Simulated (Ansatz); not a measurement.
Fields on a plane of KBr (rock salt)

```
KBr
1.0
    0.00000     3.35261     3.35261
    3.35261     0.00000     3.35261
    3.35261     3.35261     0.00000
Br K
1 1
Direct
  0.00000   0.00000   0.00000
  0.50000   0.50000   0.50000
```

The slice is a {110} plane (indices of the conventional cell) through the point (0.000, 0.000, 0.000) (fractional), spanned by u = [100] and v = [1 -1 -1] in vectors of this cell: u (4.74 Å) and v (6.71 Å, at 90° to u). It covers one period; positions are fractions (u, v).

Atoms on it: Br at (0.00, 0.00); K at (0.00, 0.50).

All values below come from PBE (plane waves to 420 eV, PAW, scalar-relativistic; Ansatz, a program for electronic structure). k mesh 9×9×9. Inside the PAW spheres the values are not all-electron values, and peaks at nuclei hang on which shells count as valence. KBr was relaxed with its symmetry unable to fall.

| v \ u | 0.00 | 0.12 | 0.24 | 0.35 | 0.47 | 0.59 | 0.71 | 0.82 | 0.94 |
|---|---|---|---|---|---|---|---|---|---|
| 0.88 | x | <-3.0 | 4.0 | 5.1 | 4.9 | 5.0 | 5.0 | 1.4 | x |
| 0.75 | 3.5 | 3.9 | 4.5 | 4.9 | 5.0 | 4.9 | 4.7 | 4.3 | 3.6 |
| 0.62 | x | <-3.0 | 1.6 | 4.0 | 4.8 | 4.6 | 3.1 | -1.0 | x |
| 0.50 | x | x | -2.2 | 3.4 | 4.7 | 4.3 | 1.6 | x | x |
| 0.38 | x | <-3.0 | 1.6 | 4.0 | 4.8 | 4.6 | 3.1 | -1.0 | x |
| 0.25 | 3.5 | 3.9 | 4.5 | 4.9 | 5.0 | 4.9 | 4.7 | 4.3 | 3.6 |
| 0.12 | x | <-3.0 | 4.0 | 5.1 | 4.9 | 5.0 | 5.0 | 1.4 | x |
| 0.00 | x | x | 0.2 | 4.9 | 4.8 | 4.9 | 4.0 | x | x |

Values: electrostatic potential energy of an electron, from the cell's mean, in eV. Points within 1 Å of a nucleus are blanked (x), as the pseudised field means little there. Values under -3 eV are set to -3. The zero, the cell's mean, hangs on the PAW cores.

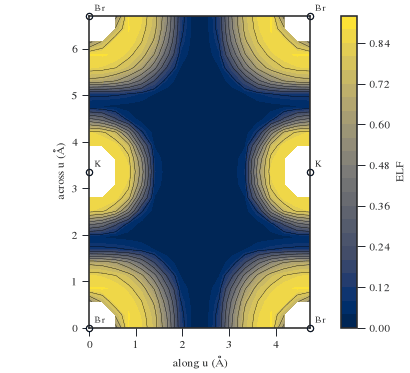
Figure. Electron localisation function (ELF), one period of the plane, atoms marked. Points within 0.5 Å of a nucleus are left white, as the pseudised field means little there.

- Density on the Br–K line (3.35 Å) at its density minimum, 1.8 Å from Br: 0.07 e/Å³
- ELF at that point: 0.0
- Character of the Br–K contact (rough rule: ELF there above 0.7 covalent, below 0.2 ionic, polar between): closed-shell (ionic)
